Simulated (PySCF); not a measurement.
SMILES FC(F)(F)c1ccccc1 at its GFN2-xTB optimised geometry (Å):

```
15

F     -1.6148    -2.2155    -1.2960
C     -1.3515    -1.8178    -0.0335
F     -0.6727    -2.8242     0.5380
F     -2.5389    -1.7573     0.5900
C     -0.6069    -0.5137     0.0000
C     -1.3171     0.6795    -0.0083
C     -0.6281     1.8792    -0.0083
C      0.7570     1.8858    -0.0042
C      1.4598     0.6923     0.0000
C      0.7815    -0.5137     0.0000
H     -2.3962     0.6632    -0.0095
H     -1.1753     2.8093    -0.0121
H      1.2905     2.8242    -0.0041
H      2.5389     0.6981     0.0029
H      1.3200    -1.4489     0.0052
```

Method: B3LYP/def2-TZVP run with PySCF. Cells within 0.4 Å of a nucleus heavier than hydrogen are left out (blank, or x).

Map of the electrostatic potential (hartree/e), clipped to [-0.08, 0.12] on the plane z = 0.6 Å:

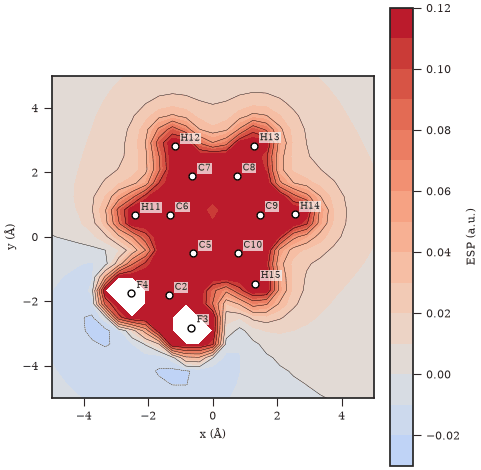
Electrostatic potential (hartree/e), clipped to [-0.08, 0.12] on the plane z = 0.6 Å.
